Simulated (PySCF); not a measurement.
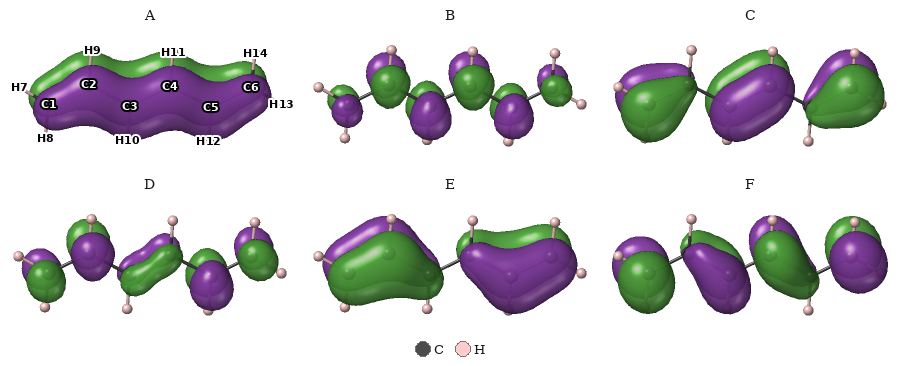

C₆H₈, SMILES `C=CC=CC=C`. Natural orbitals of the π active space, CASSCF(6,6), triplet state at the geometry of the singlet, in random order.

Method: def2-SVP basis; geometry: GFN2-xTB; program: PySCF. No frequency check shows the geometry to be a minimum.

Cartesian coordinates (Å):

```
C1       3.0430    0.1668    0.0000
C2       1.8488   -0.4222    0.0000
C3       0.6026    0.2965    0.0000
C4      -0.6026   -0.2965    0.0000
C5      -1.8488    0.4222    0.0000
C6      -3.0430   -0.1668    0.0000
H7       3.9589   -0.3984    0.0000
H8       3.1413    1.2401    0.0000
H9       1.7781   -1.5027    0.0000
H10      0.6676    1.3776    0.0000
H11     -0.6676   -1.3776    0.0000
H12     -1.7781    1.5027    0.0000
H13     -3.9589    0.3984    0.0000
H14     -3.1413   -1.2401    0.0000
```

> Which orbitals are strongly, which singly and which weakly occupied?

Strongly: A (1.91), E (1.86). About singly: C (1.08), F (0.93). Weakly: D (0.14), B (0.08). Broadly, orbitals with more nodes between bonded atoms hold fewer electrons.

> Where does the lowest triplet lie relative to the singlet, at this geometry and within this active space?

2.83 eV above it by strongly contracted NEVPT2 (+2.86 eV by CASSCF); a small basis tends to put such gaps a few tenths of an eV too high. This is a vertical energy for π states alone; a state that uses lone pairs or σ orbitals may lie lower.

The PySCF run took 16 s on 1 thread of AMD EPYC 9R45 96-Core Processor (Zen 5), on a shared host, peak memory 0.35 GiB.
